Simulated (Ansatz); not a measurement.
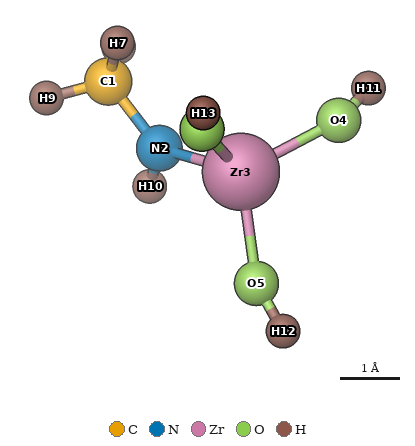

The structure (ball-and-stick view, seen at a tilt; atoms are numbered from 1 in the order of the input). Sticks mark near contacts.

# Two runs on CH7NO3Zr

System: CH7NO3Zr.
Method of run 1: RKS PBE-D4/def2-TZVPP (Ansatz 0.2.0).

The geometry comes from this level: PBE0-D4/def2-TZVP. Text and figures count atoms from 1; the logs count them from 0 in places.

Input, run 1:
```yaml
crystal:
  periodic: [false, false, false]
  atoms:
    - {symbol: C, position_ang: [1.261080, -1.326382, 1.073480]}
    - {symbol: N, position_ang: [0.946125, -0.612712, -0.145219]}
    - {symbol: Zr, position_ang: [-0.579468, 0.688872, -0.488071]}
    - {symbol: O, position_ang: [-2.200653, -0.270458, -0.976725]}
    - {symbol: O, position_ang: [-0.023250, 1.795052, -1.977718]}
    - {symbol: O, position_ang: [-0.901876, 1.618444, 1.182597]}
    - {symbol: H, position_ang: [0.557637, -1.045911, 1.862709]}
    - {symbol: H, position_ang: [1.194450, -2.415506, 0.954023]}
    - {symbol: H, position_ang: [2.265648, -1.091778, 1.447197]}
    - {symbol: H, position_ang: [1.616787, -0.813473, -0.876421]}
    - {symbol: H, position_ang: [-2.645114, -1.095629, -1.148266]}
    - {symbol: H, position_ang: [-0.137822, 2.389817, -2.712490]}
    - {symbol: H, position_ang: [-1.353534, 2.179661, 1.804905]}
basis:
  gaussian: {orbitals: def2-TZVPP}
hamiltonian: {xc: pbe, dispersion: d4}
output: {forces: true, orbitals: {seedname: orbitals}}
```

Command:
```bash
ansatz run in.yaml --threads 8 --pin off --events-out ev --progress --plain --max-ram 18278MiB
```

Hardware: 8 threads of Arm Neoverse V2, 23 GiB of memory available, shared host.

Output (run 1):
```
Functional definition: PBE
  parameter kappa = 0.804
  parameter beta = 0.06672455060314922
  exchange = pbe_x(kappa = kappa, mu = beta*pi^2/3)
  correlation = pbe_c(beta = beta)
1513 factors; their error is unknown
mean field evaluation 1: about -10030.5647 eV, gradient 1.4e2 eV
mean field evaluation 2: about -9793.8662 eV, gradient 3.3e2 eV
mean field evaluation 4: about -10061.3186 eV, gradient 3.1e1 eV
mean field evaluation 8: about -10063.6220 eV, gradient 3.7e-1 eV
mean field evaluation 16: about -10063.6100 eV, gradient 6.1e-3 eV
mean field -10063.61002775 eV, -369.8308471598 hartree, gradient 2.0e-5 eV, S^2 0.000000; 0 other end points of the search recorded, 0 dependent functions left out
the calculation of the forces begins
reference -10063.61012023 eV, -369.8308505584 hartree; 28, 28 occupied and 281, 281 virtual orbitals, 1513 factors
Total energy: -10063.87888756 eV, -369.8407275756 hartree
Atom 0 at     1.261080    -1.326382     1.073480 Å, force     0.018418    -0.040224     0.051611 eV/Å
Atom 1 at     0.946125    -0.612712    -0.145219 Å, force    -0.098429     0.075108     0.019487 eV/Å
Atom 2 at    -0.579468     0.688872    -0.488071 Å, force    -0.008937     0.031046    -0.024965 eV/Å
Atom 3 at    -2.200653    -0.270458    -0.976725 Å, force    -0.064478     0.276481     0.003811 eV/Å
Atom 4 at    -0.023250     1.795052    -1.977718 Å, force     0.187393    -0.136048     0.121871 eV/Å
Atom 5 at    -0.901876     1.618444     1.182597 Å, force     0.203911    -0.153518    -0.009806 eV/Å
Atom 6 at     0.557637    -1.045911     1.862709 Å, force    -0.141220     0.052074     0.162749 eV/Å
Atom 7 at     1.194450    -2.415506     0.954023 Å, force    -0.006370    -0.236603    -0.003023 eV/Å
Atom 8 at     2.265648    -1.091778     1.447197 Å, force     0.217402     0.033667     0.095633 eV/Å
Atom 9 at     1.616787    -0.813473    -0.876421 Å, force     0.229335    -0.065853    -0.266353 eV/Å
Atom 10 at    -2.645114    -1.095629    -1.148266 Å, force    -0.210591    -0.430185    -0.083117 eV/Å
Atom 11 at    -0.137822     2.389817    -2.712490 Å, force    -0.080523     0.303900    -0.368279 eV/Å
Atom 12 at    -1.353534     2.179661     1.804905 Å, force    -0.245911     0.290155     0.300381 eV/Å
Dipole moment:    -0.055037    -0.033588    -0.056120 e Å
```

The input of run 2 differs as follows (lines with − go, lines with + come):
```diff
-hamiltonian: {xc: pbe, dispersion: d4}
+hamiltonian: {xc: {name: B3LYP}, dispersion: d4}
```

What does this change do to the results?

The total energies belong to different models, so their difference says nothing on which is more stable or more accurate. The largest force goes from 0.486 to 0.324 eV/Å. The HOMO goes from −5.12 to −6.22 eV. The LUMO goes from −0.73 to −0.36 eV. On the same kind of shared host run 2 took about 1.6 times as long.

Output (run 2):
```
Functional definition: B3LYP
  parameter a0 = 0.2
  parameter ax = 0.72
  parameter ac = 0.81
  exchange = (1 - a0 - ax)*slater_x + ax*b88_x + a0*exact_x
  correlation = (1 - ac)*vwn_rpa_c + ac*lyp_c
1547 factors; their error is unknown
mean field evaluation 1: about -10046.0869 eV, gradient 1.3e2 eV
mean field evaluation 2: about -9940.4977 eV, gradient 2.6e2 eV
mean field evaluation 4: about -10073.3612 eV, gradient 1.2e1 eV
mean field evaluation 8: about -10073.7180 eV, gradient 2.1e-1 eV
mean field evaluation 16: about -10073.7472 eV, gradient 3.6e-4 eV
mean field -10073.74722385 eV, -370.2033822454 hartree, gradient 2.6e-5 eV, S^2 0.000000; 0 other end points of the search recorded, 0 dependent functions left out
the calculation of the forces begins
reference -10073.74760523 eV, -370.2033962608 hartree; 28, 28 occupied and 281, 281 virtual orbitals, 1547 factors
Total energy: -10074.17564395 eV, -370.2191263938 hartree
Atom 0 at     1.261080    -1.326382     1.073480 Å, force     0.063445    -0.157334     0.275584 eV/Å
Atom 1 at     0.946125    -0.612712    -0.145219 Å, force     0.115178    -0.004748    -0.173227 eV/Å
Atom 2 at    -0.579468     0.688872    -0.488071 Å, force     0.003910     0.008584    -0.018539 eV/Å
Atom 3 at    -2.200653    -0.270458    -0.976725 Å, force    -0.203876    -0.098730    -0.055981 eV/Å
Atom 4 at    -0.023250     1.795052    -1.977718 Å, force     0.089551     0.126219    -0.175036 eV/Å
Atom 5 at    -0.901876     1.618444     1.182597 Å, force    -0.015407     0.100244     0.210389 eV/Å
Atom 6 at     0.557637    -1.045911     1.862709 Å, force     0.036254    -0.020643    -0.036805 eV/Å
Atom 7 at     1.194450    -2.415506     0.954023 Å, force     0.010561     0.043912     0.016767 eV/Å
Atom 8 at     2.265648    -1.091778     1.447197 Å, force    -0.039615    -0.021923    -0.009914 eV/Å
Atom 9 at     1.616787    -0.813473    -0.876421 Å, force     0.003374     0.001979    -0.014377 eV/Å
Atom 10 at    -2.645114    -1.095629    -1.148266 Å, force    -0.030748    -0.043085    -0.011188 eV/Å
Atom 11 at    -0.137822     2.389817    -2.712490 Å, force    -0.006284     0.034099    -0.041357 eV/Å
Atom 12 at    -1.353534     2.179661     1.804905 Å, force    -0.026344     0.031426     0.033685 eV/Å
Dipole moment:    -0.060389    -0.032242    -0.057624 e Å
```

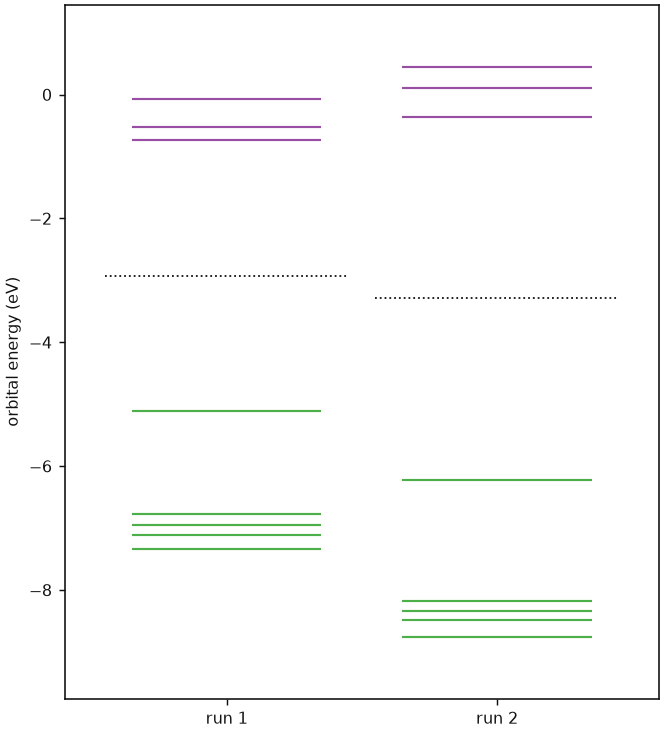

The five highest filled and three lowest empty orbital energies of the two runs; the dotted lines part filled from empty levels. The HOMO–LUMO gap is 4.39 eV in run 1 and 5.87 eV in run 2.

The two runs side by side:

| quantity | run 1 | run 2 |
| --- | --- | --- |
| outcome | converged | converged |
| total energy (hartree) | −369.840728 | −370.219126 |
| HOMO (eV) | −5.12 | −6.22 |
| LUMO (eV) | −0.73 | −0.36 |
| dipole moment (D) | 0.41 | 0.43 |
| largest force (eV/Å) | 0.486 | 0.324 |
| basis functions | 309 | 309 |
| wall time (shared host) | 2.3 s | 3.8 s |
